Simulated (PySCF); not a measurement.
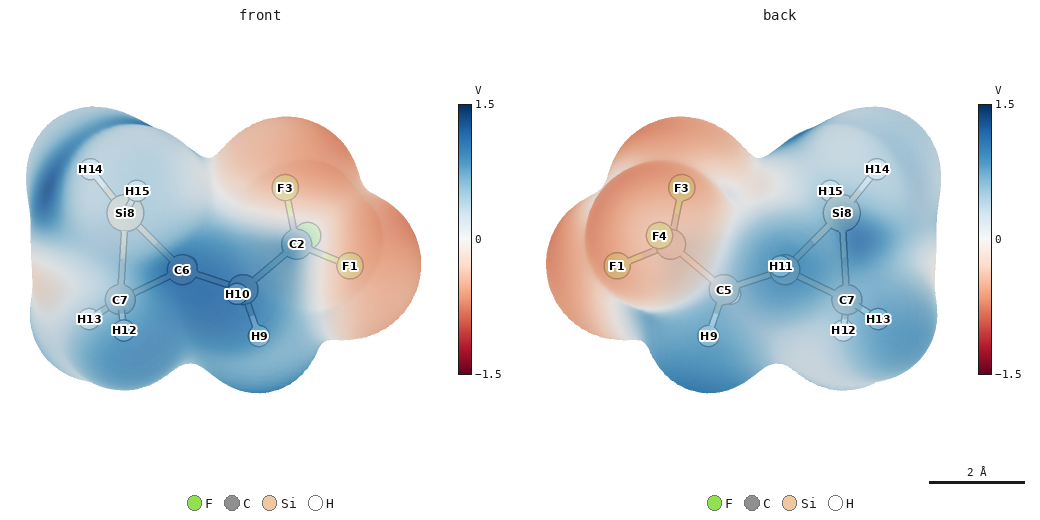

C$_{4}$H$_{7}$F$_{3}$Si (SMILES FC(F)(F)C[C@H]1C[SiH2]1). The molecular electrostatic potential painted on the density surface at 0.002 e/bohr³, seen from the front and from behind; red is negative and blue positive.

Geometry: PBE0-D3(BJ)/def2-SVP.

Method: CAM-B3LYP/def2-SVPD, SCF density, gas phase in PySCF 2.14.0.

The calculation's input:

```
{"job": {"kind": "uv", "xc": "CAM-B3LYP", "basis": "def2-SVPD", "ip": true, "dynamic": false}, "charge": 0, "multiplicity": 1}
F     -3.033700     0.268479    -0.885873
C     -1.953989     0.544562    -0.146067
F     -1.537038     1.766259    -0.496525
F     -2.353077     0.611595     1.129296
C     -0.883155    -0.498709    -0.340531
C      0.326640    -0.285744     0.534495
C      1.637044    -0.998078     0.159575
Si     1.732040     0.860292     0.084039
H     -1.353302    -1.476961    -0.142508
H     -0.614494    -0.484291    -1.408428
H      0.090433    -0.325172     1.605163
H      1.629714    -1.542886    -0.792166
H      2.145800    -1.555883     0.952524
H      2.420637     1.608700     1.163243
H      1.728286     1.500912    -1.253637
```

Command:

```sh
OMP_NUM_THREADS=1 python probes_run.py task.json out
```

Question: Describe the electrostatic potential map.

Answer: The most negative region (about −0.7 V) lies over F1, F3 and F4, the most positive (about +1.2 V) over Si8 and H10.

Question: What dipole moment does the calculation give?

Answer: Its dipole moment is 2.46 D.
